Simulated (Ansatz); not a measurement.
```xyz
6

C    -0.350    0.050   -0.562
S     1.081   -1.068   -0.526
S     0.008   -0.421    1.211
H    -1.316   -0.370   -0.896
H    -0.175    1.117   -0.787
H     0.752    0.692    1.561
```

Where will the first 5 clear peaks of this molecule's radial distribution curve from gas electron diffraction lie, and which pairs make them?

Peak 1, 1.11 Å: C–H 1.10–1.11 Å (×2)
Peak 2, 1.38 Å: S–H 1.38 Å
Peak 3, 1.84 Å: S–C 1.82–1.87 Å (×2), not resolved
Peak 4, 2.14 Å: S–S 2.14 Å
Peak 5, 2.52 Å: S···H 2.49–2.75 Å (×5), not resolved

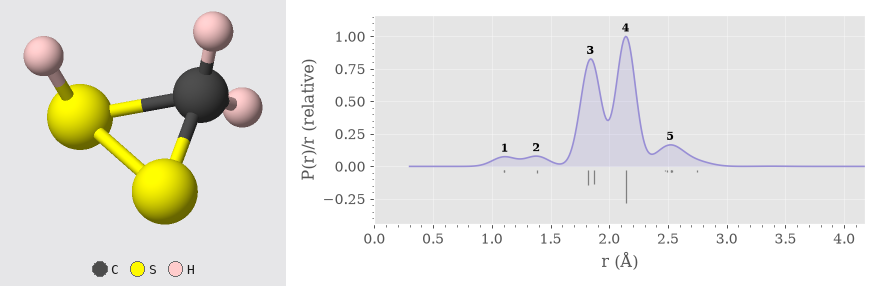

Simulated gas electron diffraction: radial distribution curve of CH₃S₂ (charge +1, ignored in the scattering factors). Each pair of atoms contributes with weight ZᵢZⱼ/r (bars below the curve); damping constant 0.002 Å²; vibrational amplitudes assumed, not computed: 0.05 Å for bonds, 0.078 Å for bonds to H, 0.06 + 0.015 r up to 0.15 Å for other pairs. The geometry is the end point of an optimisation (RKS BLYP-D4/def2-SVP (Ansatz)); it may be a saddle point or a higher isomer.
